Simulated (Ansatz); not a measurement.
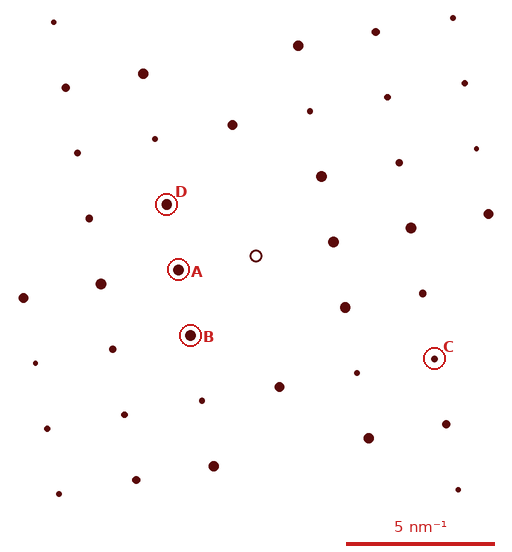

Computed electron diffraction pattern, 300 kV, single scattering only, B = 0.8 Å². The zone axis points towards the electron source and the pattern is seen from the source side.

Crystal: Ga, space group Cmce (No. 64), a = 4.41 Å, b = 7.49 Å, c = 4.44 Å. Structure: coordinates from a relaxation with DFT LDA, scalar-relativistic, plane waves, PAW (Ansatz 0.2.0).

Spot A is indexed 0 -2 0 and spot B 0 -2 -1.

What are the indices of the remaining marked spots?

Answer. C = −4A + 2B = 0 4 -2 (d = 1.432 Å). D = 2A − B = 0 -2 1 (d = 2.864 Å).

Find the zone axis.

Answer. The cross product of A and B is parallel to [100]; every spot obeys hu + kv + lw = 0.
